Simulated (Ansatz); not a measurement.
Input file:

```
crystal:
  periodic: [false, false, false]
  atoms:
    - symbol: In
      position_ang: [0.333255, 1.439563, -0.754083]
    - symbol: "N"
      position_ang: [0.867760, -0.712053, -0.799138]
    - symbol: O
      position_ang: [-0.559302, -0.503983, -0.569517]
    - symbol: H
      position_ang: [1.243128, -0.961307, 0.129807]
basis:
  gaussian:
    orbitals: def2-TZVPD
hamiltonian:
  xc: pbe0
output: {forces: true, orbitals: {seedname: orbitals}}
total_charge: -1
```

Launched as:

```sh
ansatz run input.yaml --threads 1 --pin off --max-ram 2610MiB --events-out events.jsonl --progress --plain --runs-dir runs
```

Geometry: PBE0-D3(BJ)/def2-SVPD; core potentials replace the inner electrons of In; the highest occupied orbital lies above zero, a sign that basis and functional describe the outermost electron poorly.

The calculation used Ansatz, isolated molecule in a Gaussian basis; Kohn-Sham density functional theory, functional PBE0.

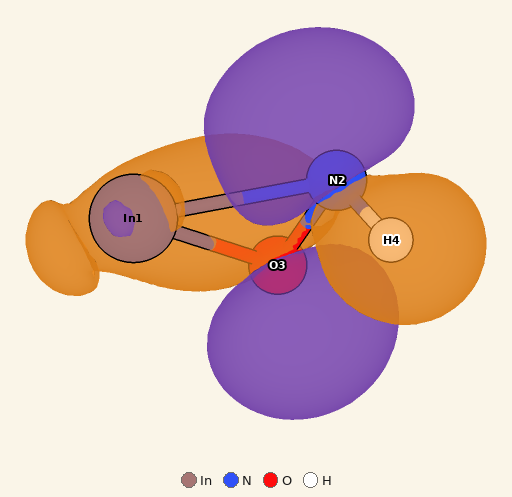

HInNO (SMILES [NH]1[O+]=[In-2]1) (charge −1). The HOMO−1 at ±0.08 Å⁻³ᐟ² (orange and purple are the two phases), seen from one side.

Describe this orbital and give its energy.

Answer. It lies mainly on O3 (about 55 %), N2 (about 30 %), In1 (about 10 %) and H4 (about 5 %). Its energy is −0.78 eV.
